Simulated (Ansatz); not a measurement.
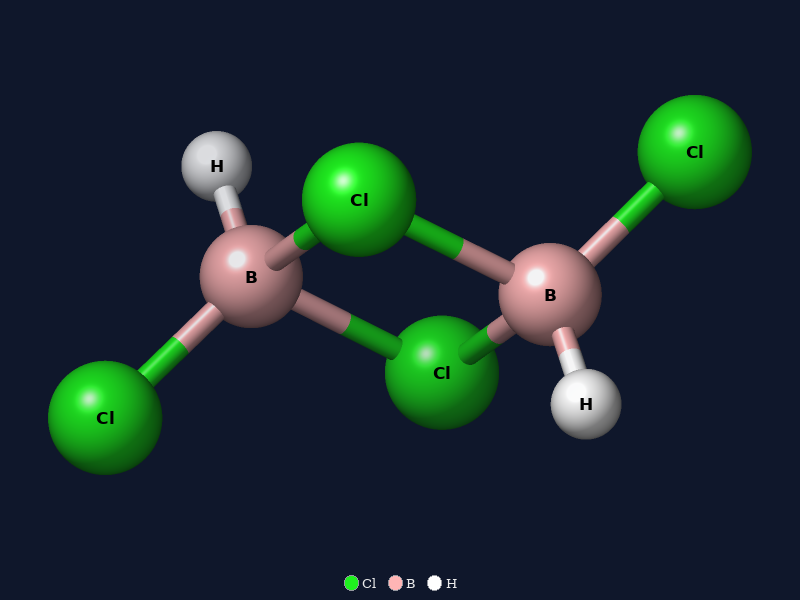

The computed structure is the end point of a PBE0-D4/def2-TZVP optimisation. Program: Ansatz 0.2.0.

At this fixed geometry, give HOMO–LUMO gap (eV) at these levels: B3LYP-D4/def2-TZVPP; B97M-V/def2-TZVPP; BHLYP-D4/def2-TZVPP; BLYP-D4/def2-TZVPP; CAM-B3LYP-D4/def2-TZVPP; HSE06 (plane-wave form)-D4/def2-TZVPP; PBE0-D4/def2-QZVPP; PBE0-D4/def2-SVP; PBE0-D4/def2-TZVPP; ωB97M-V/def2-QZVPP; ωB97M-V/def2-TZVPP; ωB97X-V/def2-TZVPP.

| level | HOMO–LUMO gap (eV) |
| --- | --- |
| B3LYP-D4/def2-TZVPP | 7.23 |
| B97M-V/def2-TZVPP | 6.07 |
| BHLYP-D4/def2-TZVPP | 10.05 |
| BLYP-D4/def2-TZVPP | 5.37 |
| CAM-B3LYP-D4/def2-TZVPP | 10.21 |
| HSE06 (plane-wave form)-D4/def2-TZVPP | 6.90 |
| PBE0-D4/def2-QZVPP | 7.63 |
| PBE0-D4/def2-SVP | 8.23 |
| PBE0-D4/def2-TZVPP | 7.69 |
| ωB97M-V/def2-QZVPP | 11.86 |
| ωB97M-V/def2-TZVPP | 12.02 |
| ωB97X-V/def2-TZVPP | 12.32 |
